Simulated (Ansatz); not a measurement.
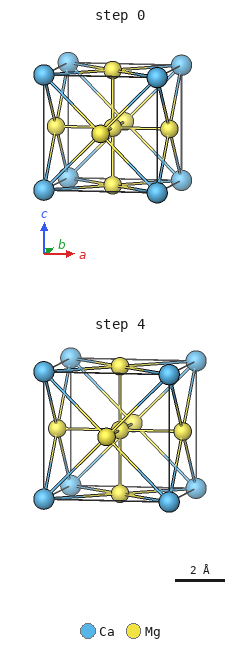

The structure of crystalline CaMg$_{4}$ (a generated structure, set up in Pm-3m) (coarse preliminary run) before (top) and after (bottom) a relaxation, at one scale.

A ball-and-stick model of the cell of the calculation, seen slightly off an axis.

Theory: Ansatz, DFT PBE, scalar-relativistic, plane waves, PAW.

The input:
```yaml
crystal:
  lattice:
    - [4.80966921, 0.0, 0.0]
    - [0.0, 4.80966921, 0.0]
    - [0.0, 0.0, 4.80966921]
  atoms:
    - { symbol: Ca, position: [0.0, 0.0, 0.0] }
    - { symbol: Mg, position: [0.0, 0.5, 0.5] }
    - { symbol: Mg, position: [0.5, 0.0, 0.5] }
    - { symbol: Mg, position: [0.5, 0.5, 0.0] }
    - { symbol: Mg, position: [0.5, 0.5, 0.5] }
basis:
  ecutwfc: 420
kpoints:
  mp_grid: { grid: [4, 4, 4] }
hamiltonian:
  xc: pbe
scf:
  occupations: { method: gaussian, width: 0.1 }
  lower_state_search: "off"
output:
  forces: true
  stress: true
  eigenvalues: true
relax:
  adjacent_minimum: "off"
  f_tol: 0.04
  max_steps: 70
  cell: { stress_tol: 0.4 }
```

Launched with:
```bash
ansatz run input.yaml --threads 1 --pin off --max-ram 2048MiB --backend cpu --events-out ev --progress --plain --runs-dir out
```

Question: Summarise the run.

Answer: After 3 accepted moves (4 points after the start) the energy has fallen by 270 meV per atom. All forces vanish by symmetry, so only the cell relaxes. Pressure: 13.44 GPa at the start and 0.34 GPa at the end. At 1 point the geometry stayed and the basis and grid were re-selected for the new cell (energy shift of 1.5 meV per atom at most each time). The atoms keep their places relative to the cell (all moves are under 0.005 Å). Cell: a = b = c 4.810 → 5.319 Å (+10.6 %). Volume +35.3 %. Near-neighbour distances that change, for instance: Ca1–Mg2 3.401 → 3.761 Å, Mg2–Mg5 2.405 → 2.660 Å. The space group stays Pm-3m (No. 221). Cost: 10 s on 1 thread of Intel(R) Xeon(R) Platinum 8259CL CPU @ 2.50GHz (Skylake/Cascade Lake), on a shared host, peak memory 0.42 GiB.
